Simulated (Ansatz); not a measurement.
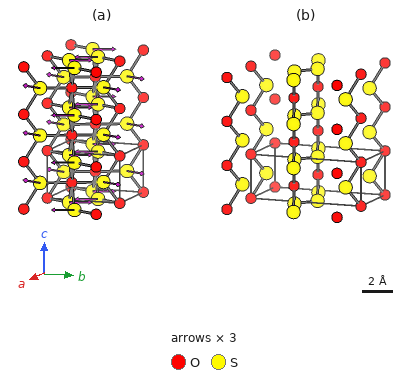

The structure of solid S₂O (a generated structure, set up in Pnnm) before (left) and after (right) a relaxation, at one scale. The purple arrows give the displacements (the part carried along by the change of the cell is left out), magnified 3 times.

A ball-and-stick model of the cell of the calculation, repeated 2 × 1 × 3 with one cell outlined, seen slightly off an axis.

The start is a swapped structure.

These are results of Ansatz, DFT, PAW plane waves, r2SCAN, not measurements. (plane-wave cutoff 500 eV; k-point mesh 5 × 5 × 7; occupations fermi dirac; smearing width 0.1308 eV; no spin polarisation; cell and atoms relaxed; force threshold 0.03 eV/Å; at most 80 steps)

### What changed between the two?

After 21 accepted moves (25 points after the start) the energy has fallen by 899 meV per atom. The largest force component goes from 2.1 to 0.0047 eV/Å. The pressure goes from 15.78 to 0.00 GPa. The line search rejected the trial step at point 3 of the run. At 3 points the geometry stayed and the basis and grid were re-selected for the new cell (energy shift of 23.1 meV per atom at most each time). The largest moves relative to the cell, 0.55 Å, are those of S atoms. O stays in place. The drawn cell changes as follows: a 4.407 → 4.482 Å (+1.7 %), b 5.317 → 8.082 Å (+52.0 %), c 3.294 → 3.059 Å (−7.1 %); the volume changes by +43.6 %. Some distances before and after: O–S 2.176 → 3.572 Å, S–S 2.341 → 1.874 Å, O–S 2.189 → 2.200 Å. The space group stays Pnnm (No. 58). The run took 110 s on 2 threads of Intel(R) Xeon(R) Platinum 8559C (Emerald Rapids), with other jobs on the host, peak memory 0.72 GiB.
